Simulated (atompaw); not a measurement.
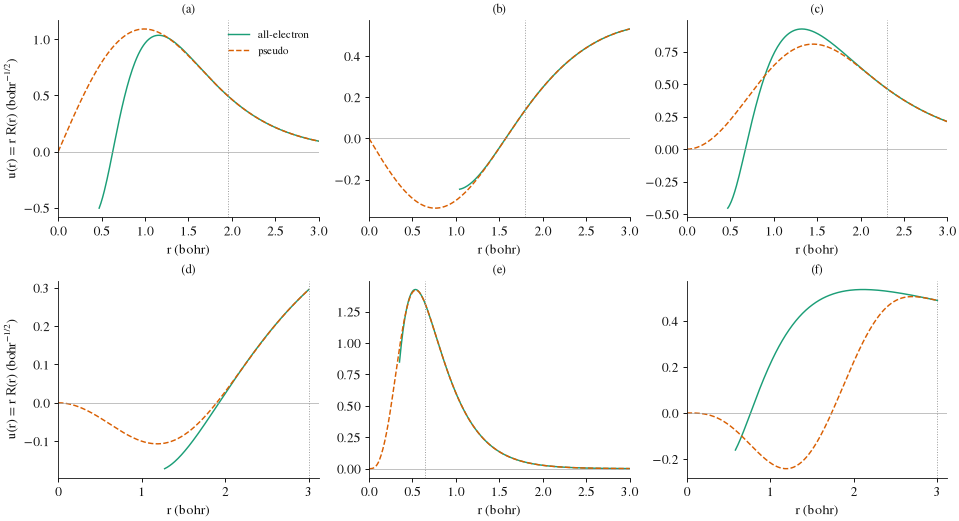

Pseudo-waves (dashed) against the all-electron radial functions (solid). Dotted lines mark the matching radii. The all-electron curves start outside the innermost oscillations, which aren't drawn.

atompaw 4.2.0.5, PBEsol, scalar-relativistic. The levels are (a) -48.96 eV, (b) -3.76 eV, (c) -25.38 eV, (d) -1.14 eV, (e) -152.89 eV, (f) -1.19 eV.

Identify the atom and the shell in each panel.

Answer. Dysprosium (Dy), core [Kr], valence 4d10 4f10 5s2 5p6 5d0 6s2 6p0 (neutral): (a) 5s, (b) 6s, (c) 5p, (d) 6p, (e) 4d, (f) 5d.

Are the pseudo-waves norm-conserving?

Answer. No. It is a PAW set: the norm inside the radius is free, and the augmentation charge carries the difference.
